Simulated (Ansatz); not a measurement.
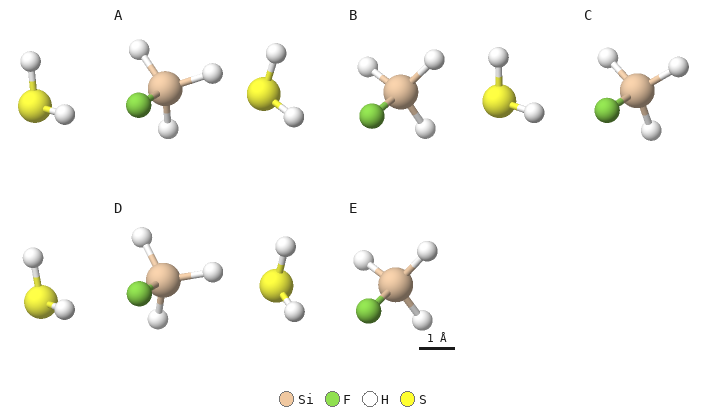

5 geometries from one relaxation of SiH₅SF, in shuffled order. Style: ball-and-stick. Shown at a tilt.

The run prepares an end point of a later path (reaction) calculation, from a guessed geometry.

Method: RKS PBE0-D4/def2-SVP (Ansatz 0.2.0). Settings: no spin polarisation; force threshold 0.03 eV/Å; at most 50 steps.

Put them in the order of the run, from the start to the converged end.

E, B, C, A, D. They are steps 0, 3, 11, 14, 19, at +17.2 kJ/mol, +5.16 kJ/mol, +3.62 kJ/mol, +1.76 kJ/mol relative to the last. The largest move after the best rigid fit is that of an H atom, 0.92 Å. Largest moves by element: H 0.92 Å, F 0.60 Å, S 0.49 Å, Si 0.19 Å. Some distances before and after: F–Si 1.657 → 1.634 Å, H–Si 1.481 → 1.487 Å. Among the angles between lasting bonds that change: F–Si–H 112.2° → 108.9°. The energy falls by 17.2 kJ/mol in 17 accepted moves (19 points after the start). Largest force component: 0.64 eV/Å at the start, 0.0022 eV/Å at the end. The line search rejected the trial steps at points 7, 8 of the run. The forces were under the threshold at step 9, but the run went on from there. The run took 10 s on 2 threads of AMD EPYC 9R45 96-Core Processor (Zen 5) (shared host), peak memory 0.16 GiB.
